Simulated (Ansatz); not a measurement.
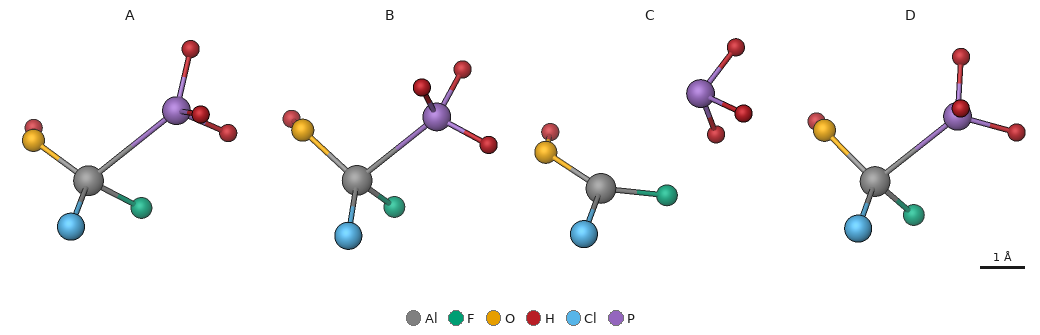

4 geometries from one relaxation of AlPH4OClF, in shuffled order. The picture is a ball-and-stick view, seen from a free direction.

The run prepares an end point of a later path (reaction) calculation, from a guessed geometry.

All numbers below come from RKS BLYP/def2-SVP (Ansatz). Settings: no spin polarisation; force threshold 0.03 eV/Å; at most 50 steps.

Put them in the order of the run, from the start to the converged end.

Answer. C, A, D, B. They are steps 0, 5, 13, 23, at +0.491 eV, +0.181 eV, +0.037 eV relative to the last. An H atom moves most after the best rigid fit: 1.55 Å. By element the largest moves are H 1.55 Å, O 0.80 Å, F 0.75 Å, P 0.69 Å, Cl 0.57 Å, Al 0.42 Å. Near-neighbour distances that change, for instance: Al–P 3.477 → 2.568 Å, Al–Cl 2.100 → 2.136 Å, Al–O 1.704 → 1.724 Å, H–P 1.438 → 1.427 Å. New bonds form, among them: Al–P (3.48 → 2.57 Å). Bond angles that change, for instance: H–P–H 94.8° → 98.7°, Al–O–H 123.4° → 120.9°, O–Al–Cl 119.3° → 116.9°. The energy falls by 0.491 eV in 22 accepted moves (23 points after the start). The largest force component goes from 0.27 to 0.022 eV/Å. The line search rejected the trial step at point 11 of the run.
